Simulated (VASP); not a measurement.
Band structure of ZnCu2SnS4 (relaxed from the kesterite structure, space group I-4). Method: PBE GGA, VASP's PBE PAW potentials (set 64) (plane waves; VASP).

Unless said otherwise, spin-orbit coupling is left out, though it shifts the bands of the heavy elements here.

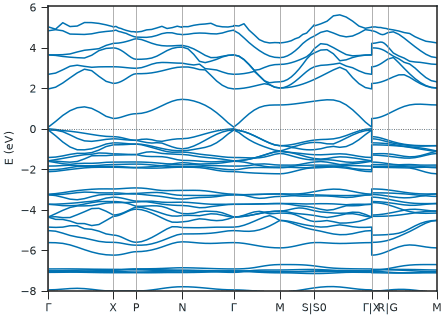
Fig. 1. Bands along high-symmetry lines, zero at the valence-band maximum or, without a gap, the Fermi level

Read the plot: is there a gap, and where are the band edges?

The gap is direct, 0.08 eV, from the valence maximum at Γ to the conduction minimum at Γ. (Edges off the drawn lines would not show.)

Measured: gap 1.49 eV (computed value off by -1.41 eV), as given by Wikipedia, List of semiconductor materials.

The structure was generated: ZnCu2SnS4 was put into the kesterite type (I-4), a phase also known from measurement. It was relaxed first.
